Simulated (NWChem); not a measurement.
# [C3H3]− (SMILES [C-]#CC), run twice

Aim: the energy of [C3H3]− at Slater/pcseg-2 (SMD chloroform).

The results are computed with NWChem 7.3.0.

1 further run of the same task is left out (set aside as unsound or not needed).

### 1 The system as given

[C3H3]− has 6 atoms, charge -1, and is taken as a singlet. SMILES: `[C-]#CC`. The shape is that of a GFN2-xTB optimisation.

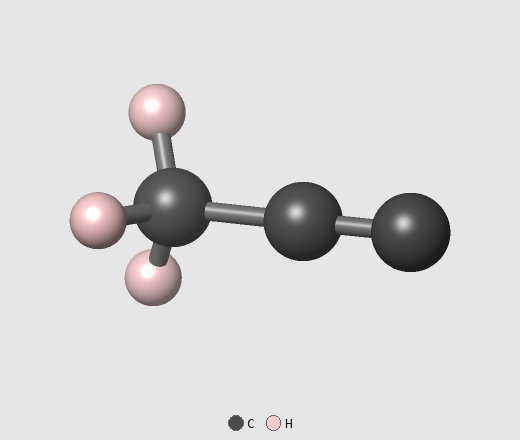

The structure, seen from a chosen angle (carbon dark grey, hydrogen pink).

### 2 The input as first written

Input file test.nw:

```
start test
title "C3H3"
memory total 2200 mb
charge -1
geometry units angstroms noautosym nocenter noautoz
  C        0.201240      -1.998200       0.964310
  C        0.087170      -0.896470       0.432920
  C       -0.044280       0.441560      -0.213210
  H       -0.895410       0.483420      -0.921810
  H        0.860510       0.720060      -0.789080
  H       -0.209240       1.249630       0.526870
end
basis spherical
  C library pcseg-2
  H library pcseg-2
end
cosmo
  do_cosmo_smd true
  solvent chcl3
end
dft
  xc slater
  mult 1
  grid medium
  maxiter 5
  mulliken
  print low
end
task dft energy
```

The run is started by

```bash
nwchem test.nw > test.out
```

The program printed:

```text
Northwest Computational Chemistry Package (NWChem) 7.3.0
             --------------------------------------------------------

           Job information
           ---------------

    nwchem branch   = 7.3.0
    use scalapack   = T
    input           = test.nw
    prefix          = test.
    data base       = ./test.db
    status          = startup
    nproc           =        1

           Memory information
           ------------------

    heap     =     72089598 doubles =      550.0 Mbytes
    stack    =     72089595 doubles =      550.0 Mbytes
    global   =    144179200 doubles =     1100.0 Mbytes (distinct from heap & stack)
    total    =    288358393 doubles =     2200.0 Mbytes
    verify   = yes
    hardfail = no

           Directory information
           ---------------------

  0 permanent = .
  0 scratch   = .

[... 31 lines left out ...]
            Nuclear Dipole moment (a.u.)
[... 166 lines left out ...]
   convergence    iter        energy       DeltaE   RMS-Dens  Diis-err    time
[... 8 lines left out ...]
      Calculation failed to converge
[... 2 lines left out ...]
         Total DFT energy =     -113.711771227566
[... 1 line left out ...]
           Coulomb energy =      111.847825808942
[... 1 line left out ...]
 Nuclear repulsion energy =       52.046544503614
[... 12 lines left out ...]
                               delta internal energy  =        -0.025895043507 (  -16.25 kcal/mol)
[... 32 lines left out ...]
 dft energy failed                                                                                  0
[... 6 lines left out ...]
 This type of error is most commonly associated with calculations not reaching convergence criteria
[... 2 lines left out ...]
0:dft energy failed:Received an Error in Communication
  Errorcode: -1
```

Wall time 20 s (1 thread of INTEL XEON PLATINUM 8581C at 2.10GHz (Emerald Rapids), shared host); peak memory 0.11 GiB.

### 3 Reading the log

The run stopped without converging.

The log says `This type of error is most commonly associated with calculations not reaching convergence criteria`. The cause is that the iteration cap is too low for convergence. To mend it: iteration cap at its default in place of 5.

### 4 Try two

Input file test.nw:

```
start test
title "C3H3"
memory stack 880 mb heap 220 mb global 1100 mb
charge -1

geometry units angstroms noautosym nocenter noautoz
  C      0.201240    -1.998200     0.964310
  C      0.087170    -0.896470     0.432920
  C     -0.044280     0.441560    -0.213210
  H     -0.895410     0.483420    -0.921810
  H      0.860510     0.720060    -0.789080
  H     -0.209240     1.249630     0.526870
end

basis spherical
  C library pcseg-2
  H library pcseg-2
end

cosmo
  do_cosmo_smd true
  solvent chcl3
end

dft
  xc slater
  mult 1
  grid medium
  mulliken
  print low
end

task dft energy
```

The run is started by

```bash
nwchem test.nw > test.out
```

The program printed:

```text
[...]
 d= 0,ls=0.0,diis     1   -113.4488651194 -1.65D+02  1.70D-01  1.29D+00     1.8
[...]
 d= 0,ls=0.5,diis    15   -113.7135361057 -1.04D-07  7.87D-06  1.46D-07   100.3
         Total DFT energy =     -113.713536177827
      One electron energy =     -266.280742659808
           Coulomb energy =      111.832442222526
    Exchange-Corr. energy =      -14.948011576351
 Nuclear repulsion energy =       52.046544503614
             COSMO energy =        3.636231332192
[...]
      Total Density - Mulliken Population Analysis
     ---------------------------------------------
    Atom       Charge   Shell Charges
 -----------   ------   -------------------------------------------------------
    1 C    6     6.16   1.99  0.58  0.50 -0.14  1.24  1.15  0.80  0.01  0.03  0.00
    2 C    6     6.90   1.99  0.55  0.44  0.23  1.37  1.28  0.99  0.01  0.03  0.01
    3 C    6     6.25   1.99  0.52  0.42  0.19  1.42  1.30  0.37  0.01  0.03  0.00
    4 H    1     0.90   0.41  0.42  0.03  0.01  0.03  0.00
    5 H    1     0.90   0.41  0.42  0.03  0.01  0.03  0.00
    6 H    1     0.90   0.41  0.42  0.03  0.01  0.03  0.00
[...]
```

Run time: 1.7 min. Hardware: 1 thread of INTEL XEON PLATINUM 8581C at 2.10GHz (Emerald Rapids), shared host; peak memory 0.11 GiB.

### 5 Summary of results

Level: Slater/pcseg-2 (SMD chloroform).

| quantity | value |
| --- | --- |
| total energy | -113.71354 Eh |
| solvent term in the energy | -261.8 kJ/mol |
